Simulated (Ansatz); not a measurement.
# Calculations on C2H7Al

## 1. Relaxation

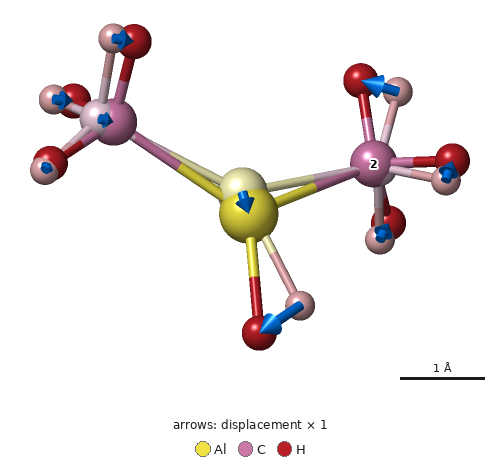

This is a relaxation of C₂H₇Al. The starting structure is drawn faded, the final one solid; blue arrows show the displacements, at their true length. The two geometries are superimposed by the best rigid fit.

Style: ball-and-stick. Shown at a tilt.

The run prepares an end point of a later path (reaction) calculation, from a guessed geometry.

Method: Ansatz, RKS PBE0/6-31G*.

The input:
```yaml
crystal:
  periodic: [false, false, false]
  atoms:
    - { symbol: Al, position_ang: [0.24197, 0.021564, -0.023193] }
    - { symbol: C, position_ang: [0.98356, -0.025877, 1.776926] }
    - { symbol: H, position_ang: [0.430349, -0.139543, 2.716242] }
    - { symbol: H, position_ang: [1.739803, -0.821635, 1.725164] }
    - { symbol: H, position_ang: [1.5569, 0.911104, 1.833206] }
    - { symbol: H, position_ang: [1.730819, 0.150441, -0.462067] }
    - { symbol: C, position_ang: [-1.501138, -0.017448, -0.914918] }
    - { symbol: H, position_ang: [-2.027279, -0.958637, -0.709732] }
    - { symbol: H, position_ang: [-2.147104, 0.786495, -0.539513] }
    - { symbol: H, position_ang: [-1.423781, 0.093538, -2.001815] }
basis:
  gaussian: { orbitals: "6-31G*" }
hamiltonian:
  xc: pbe0
relax:
  f_tol: 0.03
  max_steps: 50
output:
  orbitals: {}
```

Launched with:
```bash
ansatz run input.yaml --threads 1 --pin off --max-ram 2048MiB --backend cpu --events-out ev --progress --plain --runs-dir out
```

Question: Which element moves most?

Answer: Hydrogen: up to 0.74 Å, against 0.28 Å for aluminium.

Question: What did the optimiser do to the structure, and how much energy did it gain?

Answer: The atom that moves furthest after the best rigid fit is H6 (0.74 Å). By element the largest moves are H 0.74 Å, Al 0.28 Å, C 0.18 Å. Some distances before and after: Al1–H6 1.558 → 1.605 Å, Al1–C2 1.947 → 1.965 Å, Al1–C7 1.958 → 1.966 Å. Bond angles that change, for instance: C2–Al1–H6 84.2° → 118.2°, C2–Al1–C7 139.4° → 121.9°, H6–Al1–C7 136.4° → 119.8°. The energy falls by 13.4 kcal/mol in 6 geometry steps. The largest force component goes from 1.6 to 0.015 eV/Å. The run took 19 s on 1 thread of Arm Neoverse V1, on a shared host, peak memory 0.12 GiB.

## 2. Relaxation

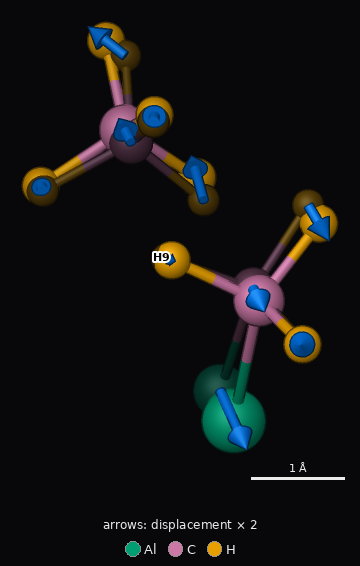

This is a relaxation of C$_{2}$H$_{7}$Al. The starting structure is drawn faded, the final one solid; blue arrows show the displacements, magnified 2 times. The two geometries are superimposed by the best rigid fit.

Style: ball-and-stick. Shown from a free direction.

The run prepares an end point of a later path (reaction) calculation, from a guessed geometry.

The calculation used Ansatz, RKS PBE0/6-31G*.

The input:
```yaml
crystal:
  periodic: [false, false, false]
  atoms:
    - { symbol: Al, position_ang: [0.287611, 0.81205, -1.328712] }
    - { symbol: C, position_ang: [1.262135, -0.067818, 1.562007] }
    - { symbol: H, position_ang: [0.201482, -0.316863, 1.478906] }
    - { symbol: H, position_ang: [1.686918, -0.599547, 2.418063] }
    - { symbol: H, position_ang: [1.38582, 1.009195, 1.707191] }
    - { symbol: H, position_ang: [1.80297, -0.37472, 0.652159] }
    - { symbol: C, position_ang: [-1.47895, 0.001463, -0.837814] }
    - { symbol: H, position_ang: [-1.413164, -1.022372, -0.435436] }
    - { symbol: H, position_ang: [-2.019845, 0.606256, -0.08836] }
    - { symbol: H, position_ang: [-2.130877, -0.047644, -1.727703] }
basis:
  gaussian: { orbitals: "6-31G*" }
hamiltonian:
  xc: pbe0
relax:
  f_tol: 0.03
  max_steps: 50
```

Run as
```bash
ansatz run input.yaml --threads 1 --pin off --max-ram 2048MiB --backend cpu --events-out ev --progress --plain --runs-dir out
```

What did the optimiser do to the structure, and how much energy did it gain?

The largest move after the best rigid fit is that of Al1, 0.46 Å. Largest moves by element: Al 0.46 Å, H 0.37 Å, C 0.22 Å. Among the contacts that change: C2–H6 1.102 → 1.094 Å, Al1–C7 2.005 → 2.000 Å. Among the angles between lasting bonds that change: Al1–C7–H8 114.4° → 112.1°. After 5 accepted moves (6 points after the start) the energy has fallen by 0.049 eV. The largest force component goes from 0.24 to 0.013 eV/Å. The line search rejected the trial step at point 2 of the run. Cost: 18 s on 1 thread of Arm Neoverse V1, on a shared host, peak memory 0.12 GiB.

Limits of the set-up: the start holds two separate molecules, 2.6 Å apart at their closest, whose relative position is a soft coordinate and is computed without a dispersion correction.

## 3. Path

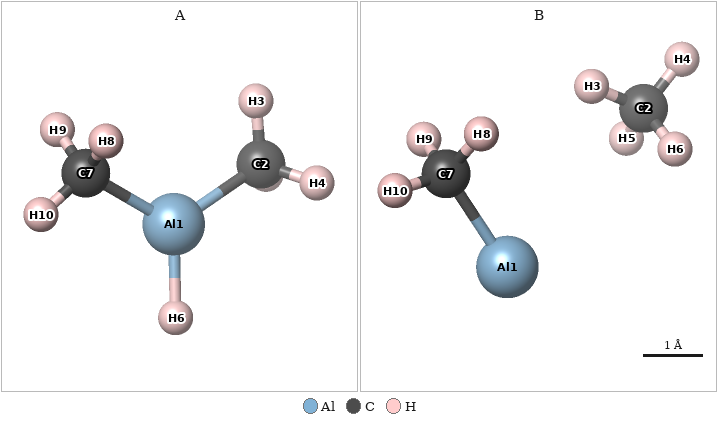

The two relaxed end points of a path for C₂H₇Al. Style: ball-and-stick. Shown at a tilt.

Level of theory: RKS PBE0/6-31G* in Ansatz.

Settings: 5 movable images; climbing image; force threshold 0.05 eV/Å; iteration limit 60.

Start:
```xyz
10

Al    0.4863    0.0624   -0.1450
C     0.9297   -0.0202    1.7671
H     0.0548   -0.1305    2.4169
H     1.6067   -0.8595    1.9770
H     1.4657    0.8845    2.0856
H     1.6901    0.1888   -1.1983
C    -1.3700   -0.0158   -0.7865
H    -1.8440   -0.9667   -0.5076
H    -1.9861    0.7727   -0.3341
H    -1.4490    0.0843   -1.8747
```

End:
```xyz
10

Al    0.0494    0.9956   -1.6640
C     1.4045   -0.1823    1.7191
H     0.3588   -0.4402    1.5301
H     1.7310   -0.6601    2.6465
H     1.5054    0.9018    1.8153
H     2.0290   -0.5341    0.8930
C    -1.6149    0.1166   -0.9884
H    -1.4436   -0.9347   -0.7096
H    -2.0203    0.6203   -0.0971
H    -2.4152    0.1173   -1.7446
```

Predict the minimum-energy path and its barrier.

Answer. The energy climbs by 72.5 kcal/mol to image 2 and then falls by 51.5 kcal/mol, so the end point sits at +21.0 kcal/mol. Breaking: Al1–C2 (1.96 → 2.25 at the top → 3.83 Å), Al1–H6 (1.60 → 1.59 at the top → 3.58 Å). Forming: C2–H6 (3.07 → 1.72 at the top → 1.09 Å). The band is converged. At the top, the vibrational analysis gives one imaginary mode (1284i cm⁻¹), as a transition state must have.

Energies of the converged images:

| image | path (Å) | E (kcal/mol) |
| --- | --- | --- |
| 0 | 0.00 | 0.0 |
| 1 | 1.51 | 1.9 |
| 2 | 3.03 | 72.5 |
| 3 | 3.95 | 24.8 |
| 4 | 4.87 | 21.1 |
| 5 | 5.79 | 21.1 |
| 6 | 6.71 | 21.0 |

The geometry at the top of the path:

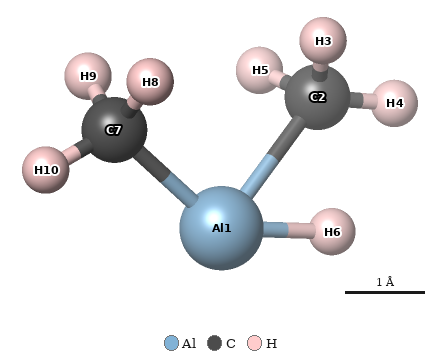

The run took 3.3 min on 1 thread of Arm Neoverse V1 (shared host), peak memory 0.12 GiB.
